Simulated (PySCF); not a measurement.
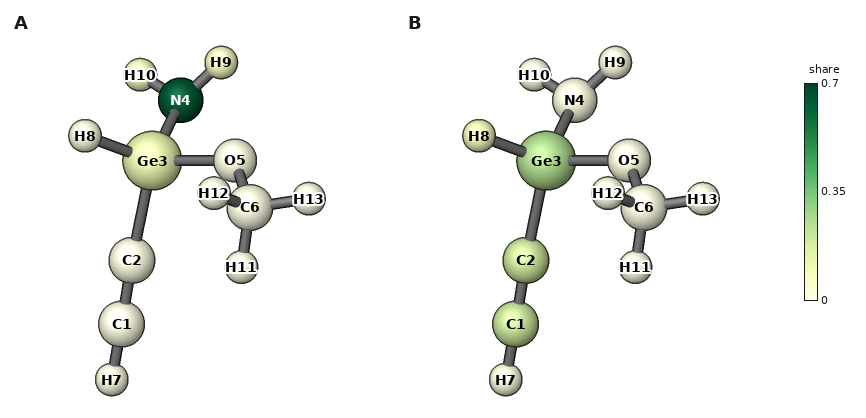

Each panel colours the atoms by their Löwdin share in one orbital (up to four of the largest shares; other atoms are shown as zero). The computed structure is the end point of a GFN2-xTB optimisation. No frequency run is at hand to confirm it as a minimum. Level of theory: CAM-B3LYP/def2-SVPD (PySCF 2.14.0).

The panels show the HOMO, LUMO, in some order. Which is which?

A: HOMO, −8.97 eV; N4 0.65, Ge3 0.12, H9 0.06, H10 0.06
B: LUMO, 0.69 eV; Ge3 0.25, C1 0.19, C2 0.18, H8 0.08

The geometry is semi-empirical. Around Ge such bond lengths and angles can be off by a tenth of an ångström or more and by several degrees, and values that hang on the shape move with them.
